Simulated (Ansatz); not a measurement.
## Appearance energy of a fragment ion: CH6S2Si → [SiH3]+ + CH3S2 + e⁻

Species: CH6S2Si `CSS[SiH3]`, singlet; [SiH3]+ `[SiH3+]`, singlet; CH3S2 (methyldithio radical) `CS[S]`, doublet. 

Shapes, held fixed at every level: PBE0-D4/def2-TZVP. Flexible molecules stand in one conformer, not always the lowest. Programs: Ansatz 0.2.0. Electronic energies: no zero-point or thermal term.

```json
{"level": "HF/def2-SVP", "kind": "Hartree–Fock", "ΔE (eV)": "+9.85", "less CCSD(T)/CBS estimate": "-1.38"}
{"level": "SPW92/def2-TZVPP", "kind": "LDA", "ΔE (eV)": "+11.50", "less CCSD(T)/CBS estimate": "+0.27"}
{"level": "r2SCAN-D4/def2-TZVPP", "kind": "meta-GGA", "ΔE (eV)": "+11.14", "less CCSD(T)/CBS estimate": "-0.09"}
{"level": "r2SCAN0-D4/def2-TZVPP", "kind": "global hybrid", "ΔE (eV)": "+11.18", "less CCSD(T)/CBS estimate": "-0.05"}
{"level": "wB97X-V/def2-TZVPP", "kind": "range-separated hybrid", "ΔE (eV)": "+11.12", "less CCSD(T)/CBS estimate": "-0.11"}
{"level": "CCSD(T)/def2-SVP", "kind": "coupled cluster or CI", "ΔE (eV)": "+10.78", "less CCSD(T)/CBS estimate": "-0.45"}
{"level": "CCSD/def2-SVP", "kind": "coupled cluster or CI", "ΔE (eV)": "+10.73", "less CCSD(T)/CBS estimate": "-0.50"}
{"level": "CCSD(T)/CBS estimate", "kind": "coupled cluster or CI", "ΔE (eV)": "+11.23", "less CCSD(T)/CBS estimate": "0.00"}
```

The highest level, CCSD(T)/CBS estimate, gives ΔE = +11.23 eV; the levels span +9.85 to +11.50. The column of differences is taken from that level and isn't an error. No measured value is set beside it here. Open shells run unrestricted unless RO is named. The CBS estimate extrapolates MP2 from def2-TZVPP and def2-QZVPP and adds CCSD(T) − MP2 in the triple-zeta set, cores frozen. The onset seen in experiment also holds zero-point changes and kinetic shifts.

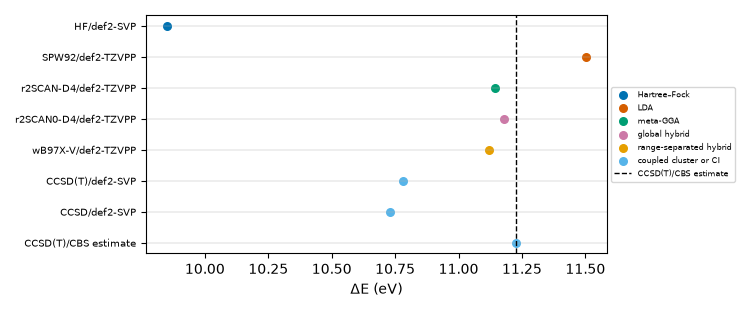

The values of the table, level by level.
